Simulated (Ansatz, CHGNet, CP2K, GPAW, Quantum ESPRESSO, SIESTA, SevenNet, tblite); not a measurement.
# Quantum ESPRESSO on random packing of 61Li2S-17P2S5-22LiCl (mol %) (62 atoms): settings against a plane-wave reference

Wanted: Quantum ESPRESSO inputs and outputs for random packing of 61Li2S-17P2S5-22LiCl (mol %) (62 atoms), checked against a plane-wave reference.

Program: Quantum ESPRESSO 7.5. Level of theory: the method is named at each step. Results are calculated unless marked as measured.

### Step 1. Set-up

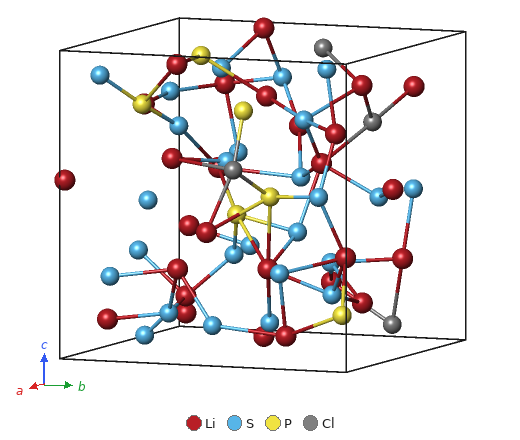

The cell as given, slightly off an axis (lithium red, sulfur blue, phosphorus yellow, chlorine grey). Bonds to atoms that aren't drawn are left out. Some periodic images of atoms are drawn too.

The cell holds 62 atoms: 26 Li, 26 S, 6 P and 4 Cl. Cell: a = 10.731 Å, b = 10.731 Å, c = 10.731 Å, α = 90.0°, β = 90.0°, γ = 90.0°. 62 atoms (26 Li, 26 S, 6 P, 4 Cl) packed at random in a cube at 1.8 g/cm³ and pushed apart as soft spheres, cations and anions kept from their own kind; a start for melting by ab initio MD, not an equilibrated structure. Then every atom was moved at random, 0.05 Å r.m.s. a Cartesian component.

The yardstick, on the same geometry:

| Property | Result |
| --- | --- |
| method | Kohn-Sham DFT, PBE, PAW, plane waves (Ansatz 0.2.0); cutoff 420 eV, Γ point, fermi-dirac smearing of 0.05 eV; PAW set soft_2 |
| r.m.s. force component | 0.6146 eV/Å |
| longest force | 2.328 eV/Å |
| pressure | -0.6433 GPa |
| SCF cycles | 11 |
| time | 4.5 s on 8 threads of Arm Neoverse V2, shared host |
| CPU time | 31 s |

### Step 2. PBE, sssp-1.3.0-efficiency, 45/360 Ry

Method: Kohn-Sham DFT, PBE, SSSP efficiency 1.3.0 pseudopotentials, plane waves.

Contents of pw.in:

```
&control
  calculation = 'scf'
  pseudo_dir = './pseudo'
  outdir = './tmp'
  disk_io = 'none'
  tprnfor = .true.
  tstress = .true.
/
&system
  ibrav = 0
  nat = 62
  ntyp = 4
  ecutwfc = 45
  ecutrho = 360
  nosym = .true.
  occupations = 'smearing'
  smearing = 'fd'
  degauss = 0.003675
/
&electrons
  conv_thr = 3.1e-07
  electron_maxstep = 100
  mixing_beta = 0.4
  mixing_mode = 'plain'
  diagonalization = 'david'
/
ATOMIC_SPECIES
Li 6.940 Li.upf
S 32.060 S.upf
P 30.974 P.upf
Cl 35.450 Cl.upf
CELL_PARAMETERS angstrom
10.73070 0.00000 0.00000
0.00000 10.73070 0.00000
0.00000 0.00000 10.73070
ATOMIC_POSITIONS crystal
Li 0.97120 0.00549 0.57681
Li 0.40835 0.80944 0.15454
Li 0.98034 0.50409 0.43001
Li 0.66960 0.02867 0.09513
Li 0.31880 0.26943 0.56089
Li 0.47706 0.50371 0.81912
Li 0.15892 0.36128 0.99988
Li 0.73348 0.85169 0.73855
Li 0.84880 0.34559 0.95435
Li 0.18554 0.11129 0.35091
Li 0.07493 0.85102 0.82329
Li 0.02448 0.16915 0.79755
Li 0.86792 0.33723 0.65087
Li 0.42293 0.05399 0.76837
Li 0.81072 0.33225 0.28569
Li 0.46910 0.21863 0.15778
Li 0.56376 0.98152 0.54677
Li 0.43891 0.67954 0.60414
Li 0.68780 0.59680 0.28496
Li 0.14600 0.84037 0.27190
Li 0.13914 0.08076 0.06159
Li 0.12045 0.46920 0.68406
Li 0.74809 0.89287 0.34044
Li 0.85642 0.72962 0.09059
Li 0.40781 0.80794 0.85997
Li 0.05802 0.55487 0.17411
S 0.59059 0.68164 0.76162
S 0.44265 0.37579 0.29624
S 0.51180 0.62636 0.38705
S 0.73492 0.82185 0.94761
S 0.02605 0.37070 0.82719
S 0.16001 0.31362 0.29254
S 0.69573 0.18109 0.49067
S 0.25238 0.63386 0.26146
S 0.39759 0.86299 0.49907
S 0.93899 0.74187 0.30204
S 0.01515 0.21182 0.57596
S 0.85727 0.08067 0.90860
S 0.68505 0.45187 0.62715
S 0.21434 0.05777 0.78784
S 0.61970 0.79193 0.20210
S 0.46793 0.05223 0.29902
S 0.55398 0.22935 0.71889
S 0.66842 0.24207 0.12415
S 0.27935 0.54075 0.53710
S 0.54782 0.54436 0.09355
S 0.33338 0.28588 0.88558
S 0.83746 0.83623 0.54329
S 0.86443 0.11890 0.25866
S 0.39842 0.04513 0.01505
S 0.11979 0.86744 0.49697
S 0.85703 0.47345 0.11359
P 0.58761 0.32138 0.95457
P 0.93214 0.95759 0.17572
P 0.71978 0.17046 0.80377
P 0.77787 0.64207 0.52994
[... 2 atom lines left out ...]
Cl 0.25548 0.78134 0.72413
Cl 0.94652 0.58313 0.63207
Cl 0.07673 0.77563 0.04789
Cl 0.27892 0.61858 0.95942
K_POINTS gamma
```

Run with:

```sh
OMP_NUM_THREADS=1 mpirun -np 2 pw.x -in pw.in > output.txt
```

Output:

```text
Program PWSCF
     gamma-point specific algorithms are used
     Parallelization info
     sticks:   dense  smooth     PW     G-vecs:    dense   smooth      PW
     Min        5892    2950    739               480879   169941   21249
     Max        5893    2951    742               480884   169942   21250
     Sum       11785    5901   1481               961763   339883   42499
     bravais-lattice index     =            0
     lattice parameter (alat)  =      20.2781  a.u.
     unit-cell volume          =    8338.3623 (a.u.)^3
     number of atoms/cell      =           62
     number of atomic types    =            4
     number of electrons       =       292.00
     number of Kohn-Sham states=          175
     kinetic-energy cutoff     =      45.0000  Ry
     charge density cutoff     =     360.0000  Ry
     scf convergence threshold =      3.1E-07
     mixing beta               =       0.4000
     number of iterations used =            8  plain     mixing
     Exchange-correlation=  SLA  PW   PBX  PBC
                           (   1   4   3   4   0   0   0)
     crystal axes: (cart. coord. in units of alat)
               a(1) = (   1.000000   0.000000   0.000000 )
               a(2) = (   0.000000   1.000000   0.000000 )
               a(3) = (   0.000000   0.000000   1.000000 )
     reciprocal axes: (cart. coord. in units 2 pi/alat)
               b(1) = (  1.000000  0.000000  0.000000 )
               b(2) = (  0.000000  1.000000  0.000000 )
               b(3) = (  0.000000  0.000000  1.000000 )
     PseudoPot. # 1 for Li:
     Pseudo is Ultrasoft, Zval =  3.0
     PseudoPot. # 2 for S :
     Pseudo is Ultrasoft + core correction, Zval =  6.0
     PseudoPot. # 3 for P :
     Pseudo is Ultrasoft + core correction, Zval =  5.0
     PseudoPot. # 4 for Cl:
     Pseudo is Ultrasoft + core correction, Zval =  7.0
     atomic species   valence    mass     pseudopotential
     Li                3.00     6.94000     Li( 1.00)
     S                 6.00    32.06000     S ( 1.00)
     P                 5.00    30.97400     P ( 1.00)
     Cl                7.00    35.45000     Cl( 1.00)
     No symmetry found
   Cartesian axes
     number of k points=     1  Fermi-Dirac smearing, width (Ry)=  0.0037
                       cart. coord. in units 2pi/alat
        k(    1) = (   0.0000000   0.0000000   0.0000000), wk =   2.0000000
     Dense  grid:   480882 G-vectors     FFT dimensions: ( 125, 125, 125)
     Smooth grid:   169942 G-vectors     FFT dimensions: (  90,  90,  90)
     Initial potential from superposition of free atoms
     starting charge     280.2788, renormalised to     292.0000
     negative rho (up, down):  6.221E-02 0.000E+00
     Starting wfcs are  274 randomized atomic wfcs
     Self-consistent Calculation
     iteration #  1     ecut=    45.00 Ry     beta= 0.40
     negative rho (up, down):  6.074E-02 0.000E+00
     total energy              =   -1210.20732283 Ry
     estimated scf accuracy    <      22.48884720 Ry
     iteration #  2     ecut=    45.00 Ry     beta= 0.40
     negative rho (up, down):  6.022E-02 0.000E+00
     total energy              =   -1204.13335124 Ry
     estimated scf accuracy    <     233.22659416 Ry
     iteration #  3     ecut=    45.00 Ry     beta= 0.40
     negative rho (up, down):  6.004E-02 0.000E+00
     total energy              =   -1220.20723379 Ry
     estimated scf accuracy    <       9.90755931 Ry
     iteration #  4     ecut=    45.00 Ry     beta= 0.40
     negative rho (up, down):  5.990E-02 0.000E+00
     total energy              =   -1220.98995723 Ry
     estimated scf accuracy    <       4.07089909 Ry
     iteration #  5     ecut=    45.00 Ry     beta= 0.40
     negative rho (up, down):  5.967E-02 0.000E+00
     total energy              =   -1221.31869454 Ry
     estimated scf accuracy    <       1.34489916 Ry
     iteration #  6     ecut=    45.00 Ry     beta= 0.40
[...]
total energy              =   -1221.34563484 Ry
     estimated scf accuracy    <       1.24484110 Ry
[...]
total energy              =   -1221.45259127 Ry
[...]
iteration # 32     ecut=    45.00 Ry     beta= 0.40
[...]
total energy              =   -1221.45259133 Ry
     estimated scf accuracy    <       0.00000109 Ry
     iteration # 33     ecut=    45.00 Ry     beta= 0.40
[...]
total energy              =   -1221.45259140 Ry
     estimated scf accuracy    <       0.00000087 Ry
     iteration # 34     ecut=    45.00 Ry     beta= 0.40
     negative rho (up, down):  5.853E-02 0.000E+00
     End of self-consistent calculation
          k = 0.0000 0.0000 0.0000 ( 21250 PWs)   bands (ev):
   -44.2152 -43.9826 -43.9158 -43.1389 -42.9506 -42.8274 -42.7717 -42.7334
   -42.7218 -42.6560 -42.5558 -42.5349 -42.5150 -42.4715 -42.3661 -42.3068
   -42.1326 -42.0711 -42.0344 -42.0070 -41.9568 -41.9333 -41.6863 -41.6502
   -41.6268 -41.4282 -15.6875 -11.6664 -11.5404 -11.4975 -11.2857 -10.7734
   -10.6359 -10.5513 -10.3585 -10.0848  -9.6119  -9.3275  -9.0529  -8.8714
    -8.8396  -8.6469  -8.5425  -8.4104  -8.1960  -8.1360  -8.0446  -8.0267
[...]
3.0909   3.1633   3.1834   3.2213   3.2892   3.2967   3.3620   3.4318
     3.5212   3.5417   3.6195   3.7391   3.7777   3.8724   4.0222   4.2149
     4.4507   4.7838   5.0090   5.3184   5.7121   5.9303   6.0325   6.2635
     6.3894   6.5066   6.5885   6.7681   6.9258   7.0082   7.3978
     the Fermi energy is     3.1672 ev
!    total energy              =   -1221.45259127 Ry
     estimated scf accuracy    <       0.00000029 Ry
     smearing contrib. (-TS)   =      -0.02751490 Ry
     internal energy E=F+TS    =   -1221.42507637 Ry
     The total energy is F=E-TS. E is the sum of the following terms:
     one-electron contribution =    -321.63605025 Ry
     hartree contribution      =     226.19905036 Ry
     xc contribution           =    -370.18844984 Ry
     ewald contribution        =    -755.79962664 Ry
     convergence has been achieved in  34 iterations
     negative rho (up, down):  5.853E-02 0.000E+00
     Forces acting on atoms (cartesian axes, Ry/au):
     atom    1 type  1   force =     0.00952278    0.01589109   -0.00503428
     atom    2 type  1   force =    -0.00454150   -0.00332845    0.00560522
     atom    3 type  1   force =     0.03106847   -0.00414369   -0.02134528
     atom    4 type  1   force =    -0.00865219   -0.02407027   -0.00363759
     atom    5 type  1   force =    -0.01175969    0.01974169   -0.00454396
     atom    6 type  1   force =    -0.01112900    0.00375425    0.01702799
[...]
atom   60 type  4   force =     0.06242308    0.01483607   -0.01165548
     atom   61 type  4   force =    -0.00785046    0.01971432   -0.02250051
     atom   62 type  4   force =     0.02738290   -0.02529214    0.00259419
     Total force =     0.326566     Total SCF correction =     0.000960
     Computing stress (Cartesian axis) and pressure
     negative rho (up, down):  5.853E-02 0.000E+00
          total   stress  (Ry/bohr**3)                   (kbar)     P=       -6.47
  -0.00005719  -0.00001880  -0.00000143           -8.41       -2.77       -0.21
  -0.00001880  -0.00005221   0.00002227           -2.77       -7.68        3.28
  -0.00000143   0.00002227  -0.00002247           -0.21        3.28       -3.31
     Message from routine punch:
     Nothing written, as per user request (disk_io='none')
```

Elapsed: 6.3 min, on 2 MPI ranks of Arm Neoverse V2, shared host; peak memory 2.5 GiB; 13 min of CPU time.

Banners, paths, timers and routine set-up lines are dropped from the logs unmarked, and long logs keep their key lines alone; longer cuts are marked.

Numbers from this run, and their distance from the reference:

```yaml
r_m_s_force_component: 0.6157 eV/Å
r_m_s_difference_of_force_components: 2.523 meV/Å
longest_difference_of_force_vectors: 15.49 meV/Å
force_difference_over_r_m_s_force: 0.4105 %
slope_of_forces_against_the_reference_s: 1.002
correlation_of_force_components: 1
pressure: -0.6467 GPa
pressure_difference: -0.0034 GPa
```

Length of the force difference by element (eV/Å):

| element | atoms | mean | most |
| --- | --- | --- | --- |
| Cl | 4 | 0.0028 | 0.0069 |
| Li | 26 | 0.0015 | 0.0035 |
| P | 6 | 0.0071 | 0.012 |
| S | 26 | 0.004 | 0.015 |

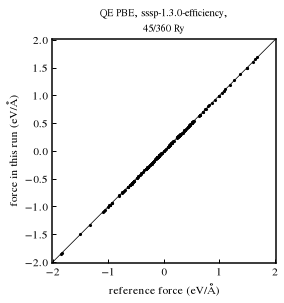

Force components against those of the reference; the line marks equality.

Local excerpt of 10 atoms (numbers count through the whole input) about S43, which bears the longest force; x, y, z are measured from there.

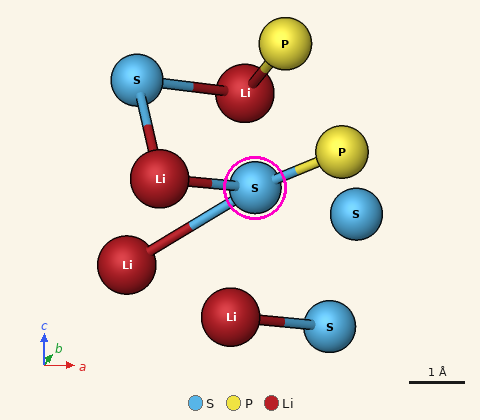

The atoms of the table, within 3.2 Å (arrows a, b, c point along x, y, z); some may hide others; the central atom is ringed.

```csv
atom,x,y,z,distance (Å),Fx,Fy,Fz (eV/Å)
S43,0.00,0.00,0.00,0.00,-1.02,-0.98,-1.86
P55,1.78,-0.63,0.91,2.10,0.40,1.38,0.74
Li14,-1.41,-1.88,0.53,2.41,-0.15,0.26,0.38
P53,0.36,0.99,2.53,2.74,0.65,-0.04,1.50
S33,1.52,-0.52,-2.45,2.93,-0.65,-0.24,0.28
S39,1.41,2.39,-0.98,2.94,0.03,1.08,-0.29
S47,-2.37,0.61,1.79,3.03,0.86,-0.54,-0.27
Li5,-2.52,0.43,-1.70,3.07,-0.30,0.51,-0.12
Li17,0.10,-2.66,-1.85,3.24,0.47,0.70,-0.54
Li6,-0.83,2.94,1.08,3.24,-0.29,0.10,0.44
```

Forces lie 0.41 % from the reference's, at 25 times its CPU time (on 2 against 8 cores).

### Step 3. PBE, sssp-1.3.0-efficiency, 45/360 Ry, rmm-davidson

Method: Kohn-Sham DFT, PBE, SSSP efficiency 1.3.0 pseudopotentials, plane waves.

pw.in: that of step 2 with these lines changed.

```diff
@@ -24,3 +24,3 @@
   mixing_mode = 'plain'
-  diagonalization = 'david'
+  diagonalization = 'rmm-davidson'
 /
```

Run with:

```sh
OMP_NUM_THREADS=1 mpirun -np 4 pw.x -in pw.in > output.txt
```

Output:

```text
[banner, memory and clock lines left out]
Program PWSCF
     gamma-point specific algorithms are used
     one sub-group per band group will be used
     bravais-lattice index     =            0
     lattice parameter (alat)  =      20.2781  a.u.
     unit-cell volume          =    8338.3623 (a.u.)^3
     number of atoms/cell      =           62
     number of atomic types    =            4
     number of electrons       =       292.00
[... lines left out ...]
     scf convergence threshold =      3.1E-07
[... lines left out ...]
     number of k points=     1  Fermi-Dirac smearing, width (Ry)=  0.0037
[... lines left out ...]
     total energy              =   -1210.20852778 Ry
[... lines left out ...]
     total energy              =   -1204.19810887 Ry
[... lines left out ...]
     total energy              =   -1219.21870888 Ry
[... lines left out ...]
     total energy              =   -1221.45259127 Ry
[... lines left out ...]
     total energy              =   -1221.45259129 Ry
[... lines left out ...]
   -42.7218 -42.6557 -42.5557 -42.5348 -42.5149 -42.4714 -42.3662 -42.3067
   -42.1325 -42.0710 -42.0343 -42.0070 -41.9566 -41.9331 -41.6860 -41.6502
[...]
3.5211   3.5417   3.6194   3.7391   3.7777   3.8723   4.0222   4.2148
     4.4507   4.7838   5.0089   5.3184   5.7120   5.9302   6.0325   6.2635
     6.3894   6.5065   6.5884   6.7680   6.9258   7.0082   7.3967
     the Fermi energy is     3.1672 ev
!    total energy              =   -1221.45259133 Ry
     estimated scf accuracy    <       0.00000026 Ry
     smearing contrib. (-TS)   =      -0.02751741 Ry
     internal energy E=F+TS    =   -1221.42507392 Ry
     The total energy is F=E-TS. E is the sum of the following terms:
     one-electron contribution =    -321.63758800 Ry
     hartree contribution      =     226.20047145 Ry
     xc contribution           =    -370.18833073 Ry
     ewald contribution        =    -755.79962664 Ry
     convergence has been achieved in  38 iterations
     negative rho (up, down):  5.853E-02 0.000E+00
     Forces acting on atoms (cartesian axes, Ry/au):
     atom    1 type  1   force =     0.00950701    0.01588361   -0.00501420
     atom    2 type  1   force =    -0.00453840   -0.00330931    0.00558922
     atom    3 type  1   force =     0.03107167   -0.00415771   -0.02134879
[...]
atom   61 type  4   force =    -0.00782859    0.01971339   -0.02250213
     atom   62 type  4   force =     0.02738317   -0.02526534    0.00260921
     Total force =     0.326550     Total SCF correction =     0.000836
     Computing stress (Cartesian axis) and pressure
     negative rho (up, down):  5.853E-02 0.000E+00
          total   stress  (Ry/bohr**3)                   (kbar)     P=       -6.49
  -0.00005734  -0.00001881  -0.00000143           -8.44       -2.77       -0.21
  -0.00001881  -0.00005237   0.00002229           -2.77       -7.70        3.28
  -0.00000143   0.00002229  -0.00002266           -0.21        3.28       -3.33
     Message from routine punch:
     Nothing written, as per user request (disk_io='none')
```

Elapsed: 3.6 min, on 4 MPI ranks; peak memory 2.7 GiB; 14 min of CPU time.

Compared with the plane-wave run:

| Item | Value |
| --- | --- |
| r.m.s. force component | 0.6156 eV/Å |
| r.m.s. difference of force components | 2.524 meV/Å |
| longest difference of force vectors | 15.76 meV/Å |
| force difference over r.m.s. force | 0.4106 % |
| slope of forces against the reference's | 1.002 |
| correlation of force components | 1 |
| pressure | -0.649 GPa |
| pressure difference | -0.0057 GPa |
| energy less the same-level run's | 0 meV/atom |
| r.m.s. force difference from the same-level run | 0.287 meV/Å |

Against the first run (0.41 %), the force difference from the reference is 0.41 %, at 1.1 times the CPU time (on 4 against 2 cores): another solver or mixer reaches the same state.

The run ends at a pressure of -0.65 GPa, with forces up to 2.3 eV/Å.

[end of part 1 of 2]

[Also dropped from logs without a mark: logging warnings of Python, and SIESTA's first energy breakdown and zero terms.]

[Logs are printed without paths, hosts, clocks, repeated set-up lines and the standing remarks that a program may print on its own settings, such as how far it seeks lower states.]

[Hosts, paths, dates, database ids (printed as entryN), source tags and the programs' standing remarks are cut or masked in the printed files.]
